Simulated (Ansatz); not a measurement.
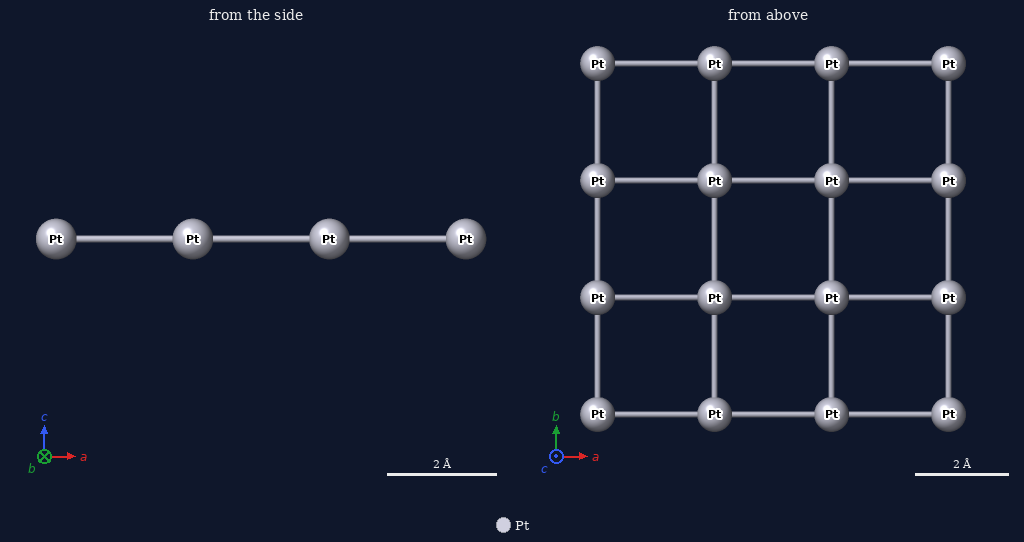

A ball-and-stick picture of a periodic sheet, seen from the side and from above. The surface normal points up in side views; the vacuum is left out. 3×3 cells are drawn in the plane, with atoms at the edges repeated.

The cell holds 1 Pt.

> Estimate the thickness.

About 0.0 Å from the lowest to the highest atom.

> How do the atoms link up?

Each Pt atom is coordinated by four Pt in a square planar arrangement at about 2.5 Å. The bonds build Pt layers parallel to the surface.

The model was built from a structure type filled with this element by a generator (whether the element takes this form wasn't checked). This is the structure after a relaxation with DFT PBE, scalar-relativistic, plane waves, PAW (Ansatz).
